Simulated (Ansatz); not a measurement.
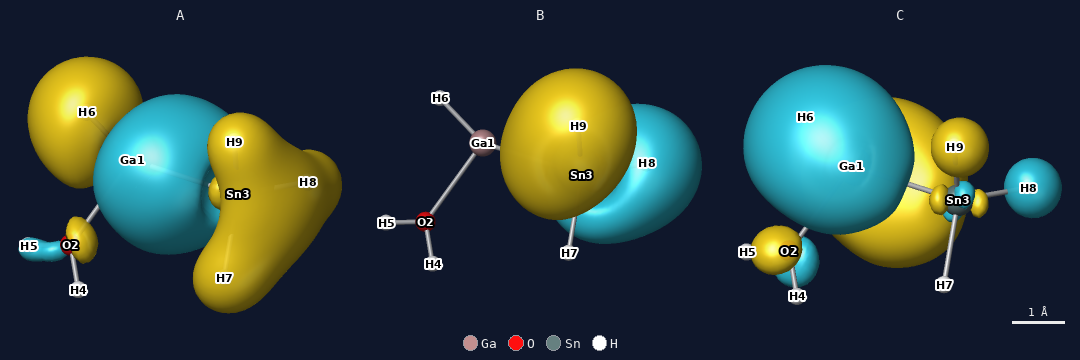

Figure. GaH6OSn (charge +1). Three frontier orbitals at ±0.08 Å⁻³ᐟ² (yellow and cyan are the two phases), in no order.

Geometry: PBE0-D3(BJ)/def2-SVP; core potentials replace the inner electrons of Sn.

The calculation used Ansatz 0.2.0, isolated molecule in a Gaussian basis; Kohn-Sham density functional theory, functional PBE0.

```csv
atom,x (Å),y (Å),z (Å)
Ga,0.4243,-1.4801,-0.4588
O,-0.2866,-2.3326,-2.1846
Sn,0.8594,1.0793,-0.9434
H,-0.4429,-1.8958,-3.0357
H,-0.5244,-3.2695,-2.2694
H,0.3828,-2.7866,0.3916
H,0.4181,1.2742,-2.5781
H,-0.1561,1.9137,0.1325
H,2.5187,1.3084,-0.6614
```

Which picture is the HOMO−1, the HOMO and the LUMO?

Answer. B is the HOMO−1 (−13.49 eV). Its weight (Hirshfeld) is mainly on Sn3 (about 45 %), H8 (about 25 %) and H9 (about 25 %). A is the HOMO (−12.45 eV). By Hirshfeld shares it lies mainly on Ga1 (about 40 %), Sn3 (about 35 %) and H6 (about 15 %). C is the LUMO (−6.53 eV). By Hirshfeld shares it lies mainly on Ga1 (about 75 %) and Sn3 (about 15 %).

What is the HOMO–LUMO gap?

Answer. 5.92 eV between the orbital energies.
